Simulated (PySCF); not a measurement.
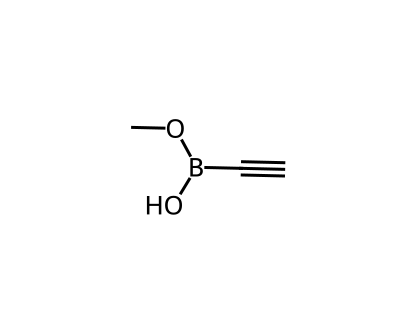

Write the SMILES.

Answer. C#CB(O)OC

What is the molecular formula?

Answer. C3H5BO2.

An optimisation with GFN2-xTB gave a structure of which point group?

Answer. C1. Other conformers may differ.

More results for the same structure follow; atom numbers are the same in all pictures, views and colours differ. Computed geometry: GFN2-xTB optimisation. No frequency run is at hand to confirm it as a minimum.

## Dipole moment

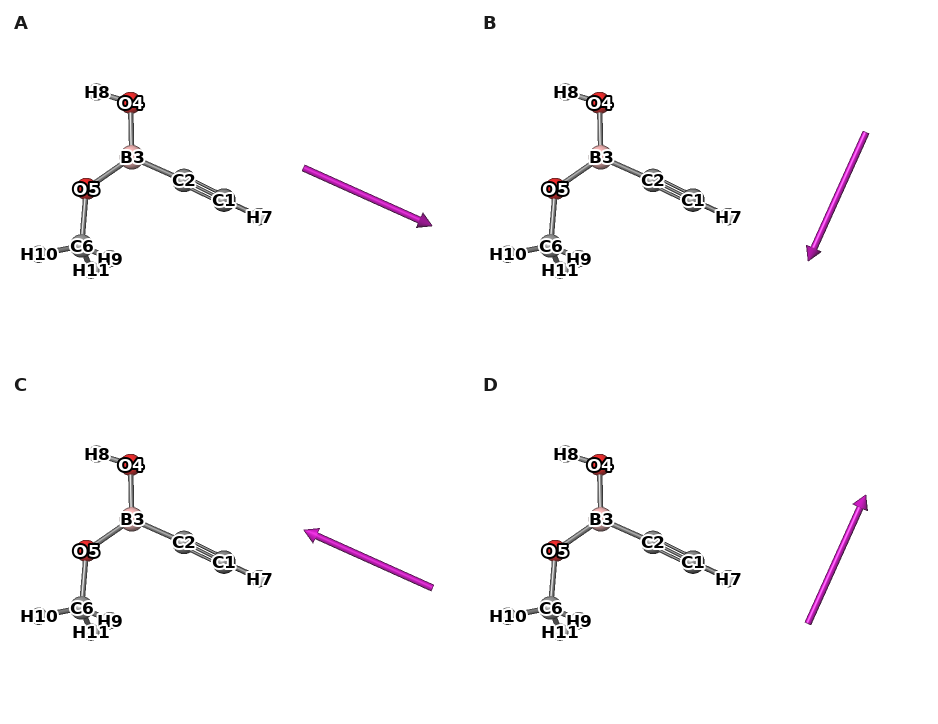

The same molecule four times, each with an arrow. No frequency run is at hand to confirm it as a minimum. Method: PBE0/def2-SVPD, gas phase (PySCF 2.14.0).

Which arrow points along the dipole moment, from the negative to the positive end?

Answer. B. The dipole moment is 1.74 D; it points from the side of O4, H8 to the side of H10 (the outermost atoms at the two ends).

## Charges

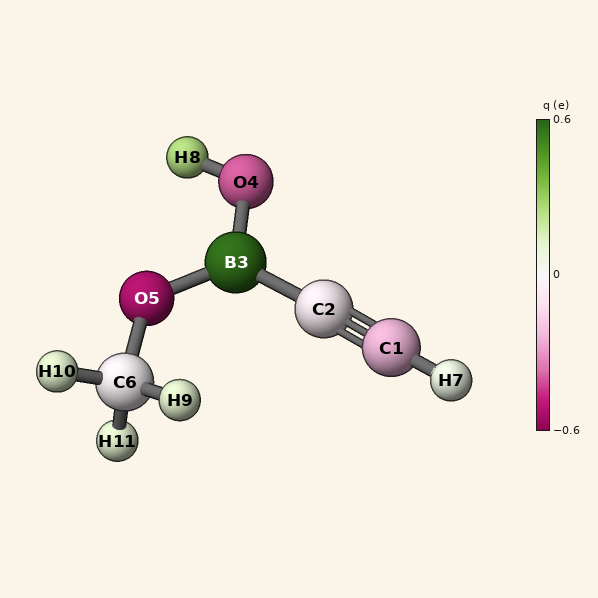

Atoms are coloured by their Mulliken charges. No frequency run is at hand to confirm it as a minimum. Properties computed with PBE0/pcSseg-1, gas phase (PySCF 2.14.0).

Which atom carries the highest charge (most positive or least negative)?

Answer. B3 (0.56 e).

And the lowest?

Answer. O5 (−0.51 e).

Give the Mulliken charges atom by atom.

| atom | value (e) |
| --- | --- |
| C1 | −0.23 |
| C2 | −0.05 |
| B3 | 0.56 |
| O4 | −0.39 |
| O5 | −0.51 |
| C6 | −0.02 |
| H7 | 0.06 |
| H8 | 0.24 |
| H9 | 0.11 |
| H10 | 0.12 |
| H11 | 0.11 |

## Excitation

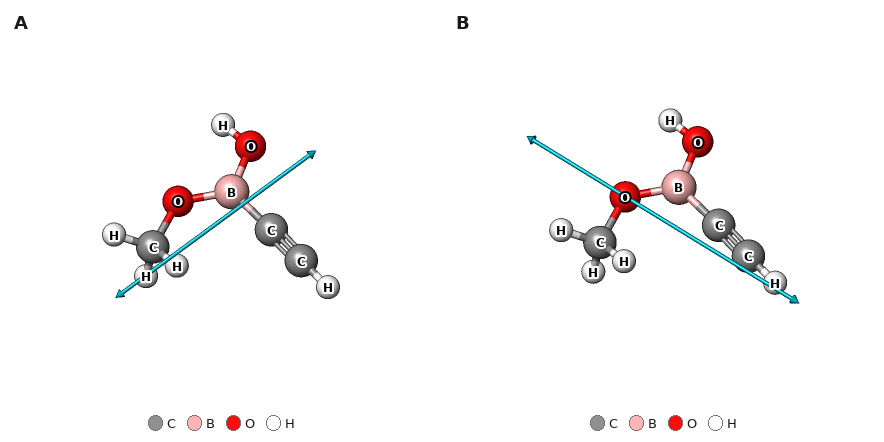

The double arrows show the directions of two transition dipoles from the ground state (lengths mean nothing). No frequency run is at hand to confirm it as a minimum. Level of theory: TDDFT PBE0/def2-SVPD, vertical, gas phase, core orbitals frozen in the response (PySCF 2.14.0).

One belongs to singlet state 2 and one to singlet state 4. Which is which?

Answer. A: state 4, 7.18 eV (173 nm), oscillator strength 0.076, mainly HOMO−2 → LUMO (weight 0.91).
B: state 2, 6.41 eV (193 nm), oscillator strength 0.041, mainly HOMO−1 → LUMO (weight 0.61).

Mulliken values depend strongly on the basis set and can even reverse the polarity of a bond. The geometry is semi-empirical. Around B such bond lengths and angles can be off by a tenth of an ångström or more and by several degrees, and values that hang on the shape move with them.
